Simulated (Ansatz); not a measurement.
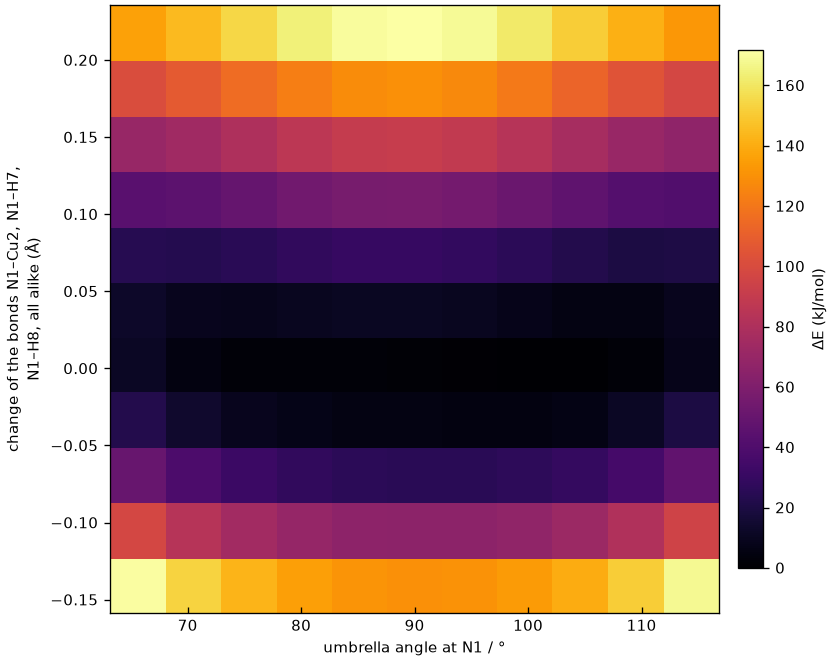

Energy landscape of CuF₃H₂NP, SMILES [NH2][Cu-][P+](F)(F)F. 
- Coordinates scanned: (1) umbrella angle at N1 (between each of its bonds and their common axis; 90 is planar); (2) change of the bonds N1–Cu2, N1–H7, N1–H8, all alike.
- Nothing is relaxed (all other coordinates rigid).
- The grid has 11 × 11 points.
- Points are written as (first, second).
- Energies: kJ/mol, counted from the lowest grid point.
- All numbers below come from RKS PBE-D4/def2-SVP (Ansatz 0.2.0).

Drawn: one coloured cell a grid point. 

> What does the map say about the system?

The lowest grid point is at (104.6°, 0.003 Å). The highest grid point, (90.0°, 0.218 Å), lies 172 kJ/mol above the lowest.

Grid values (kJ/mol):

```tsv
second ↓, first →	65.6	70.5	75.4	80.3	85.1	90.0	94.9	99.7	104.6	109.5	114.4
0.218	136	144	155	164	170	172	168	161	151	141	132
0.182	101	107	116	123	128	130	127	121	112	104	98
0.146	70	74	80	86	90	91	89	84	77	71	67
0.110	44	45	49	54	57	57	55	51	46	42	41
0.074	24	23	25	28	30	30	28	26	22	20	21
0.038	12	9	9	10	11	11	10	8	6	6	9
0.003	11	5	3	2	2	2	1	0	0	2	8
−0.033	22	14	9	7	6	5	5	5	7	11	20
−0.069	50	39	32	28	26	25	25	26	29	36	47
−0.105	98	84	75	69	66	65	65	68	72	81	95
−0.141	171	153	142	135	131	130	131	134	140	151	168
```

Each point was launched as `ansatz run input.yaml --threads 1 --pin off --max-ram 2560MiB --backend cpu --events-out ev --progress --plain --runs-dir out`. Time for the 121 points that were run: 13 min on 1 thread of Arm Neoverse V1, on a shared host.
